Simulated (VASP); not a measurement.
Band structure of Mg$_{3}$Sb$_{2}$ (a-la2o3). These are PW91 GGA, VASP's PBE PAW potentials (set 64) (plane waves; VASP 6.6.1) values and carry that method's errors.

Unless said otherwise, spin-orbit coupling is left out, though it shifts the bands of the heavy elements here.

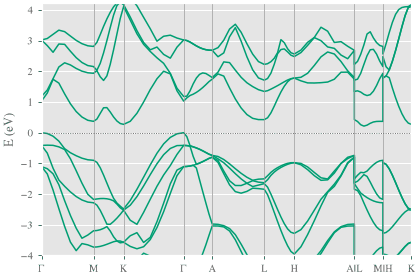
Figure: Bands along high-symmetry lines, zero at the valence-band maximum or, without a gap, the Fermi level

Task: Read the plot: is there a gap, and where are the band edges?

Result: The gap is indirect, 0.21 eV, from the valence maximum at Γ to the conduction minimum at L-M at 0.33. (Edges off the drawn lines would not show.)

The compound is Mg3Sb2 in the a-la2o3 structure. It was relaxed first.
